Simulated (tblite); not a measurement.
# C4H7ClGaN: the cost of one run

The runs use tblite 0.8.0 and PySCF 2.14.0, with density-fitted response routines of our own; the level of theory stands in each step. All values are computed, except where a source is named. Atoms are numbered from 0 throughout.

## Step 1: Starting geometry

14 atoms, charge 0, multiplicity 1; geometry from: force field or distance geometry start.

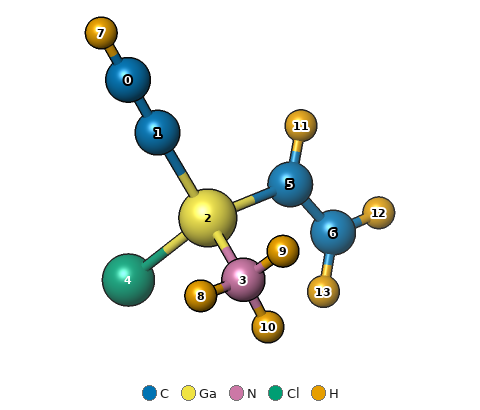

The starting geometry (carbon blue, gallium yellow, nitrogen pink, chlorine teal, hydrogen amber), atoms numbered.

## Step 2: Relaxing the molecule with GFN2-xTB

What the job is given:

```
{"job": {"kind": "relax", "xc": "GFN2-xTB", "basis": "xTB"}, "charge": 0, "multiplicity": 1}
C     -2.421900     1.860500     1.323400
C     -1.680400     1.188100     0.666500
Ga    -0.446200     0.081500    -0.366900
N     -0.601700    -1.729100     0.178500
Cl    -0.972100     0.241000    -2.497900
C      1.395300     0.711300    -0.093100
C      2.426800     0.117700    -0.698500
H     -3.087400     2.465100     1.897700
H     -1.583100    -2.064600     0.085500
H     -0.318300    -1.826500     1.191800
H      0.016300    -2.339000    -0.402200
H      1.570600     1.552600     0.570900
H      3.432300     0.472600    -0.519100
H      2.269100    -0.731600    -1.358800
```

The run is started by

```
OMP_NUM_THREADS=1 python probes_run.py task.json out
```

This one command runs all jobs of the session in turn.

**Question.** How long does this first job take on 1 thread of Arm Neoverse N1, shared host, and how much memory does it need?

About 1.4 s, with a peak of 0.18 GiB.
